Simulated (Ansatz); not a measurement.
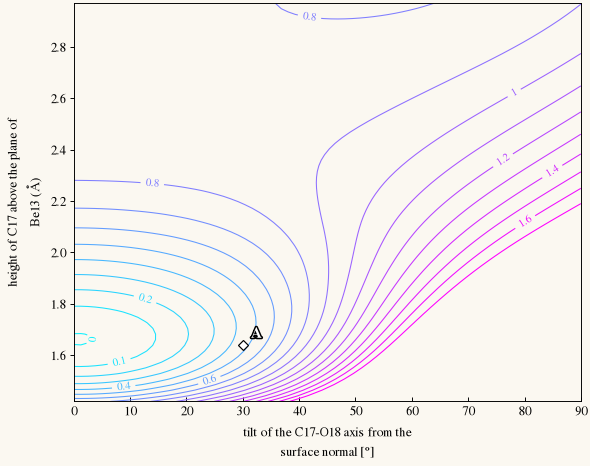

CO on a Be(001) slab cut from the P6_3/mmc phase, its upper half relaxed before the scan (16 atoms of substrate and one adsorbate in a 2 × 2 cell). 
- CO stands on one site of a rigid substrate while its tilt and height are varied at a fixed bond length; it sits over a top site over Be13, heights counted from the top plane, tilted towards the long diagonal of the hexagonal 1 × 1 surface cell.
- The first coordinate is: tilt of the C17-O18 axis from the surface normal; the second: height of C17 above the plane of Be13.
- The grid has 7 × 6 points.
- Points are written as (first, second).
- Energies are in eV, from the lowest grid point.
- All numbers below come from Ansatz, DFT PBE, scalar-relativistic, plane waves, PAW. Settings: cutoff 420 eV, k-mesh 6×6×1, gaussian smearing 0.1 eV, no spin polarisation.

Drawn: contour lines labelled in eV (none above 1.7), the point A. Between grid points the surface is interpolated.

### Is A at rest? If not, where is it pushed?

A, at (30°, 1.64 Å), is not a stationary point. The computed force is 0.032 eV for each degree towards smaller values of the first coordinate and 1 eV for each Å towards larger values of the second coordinate.
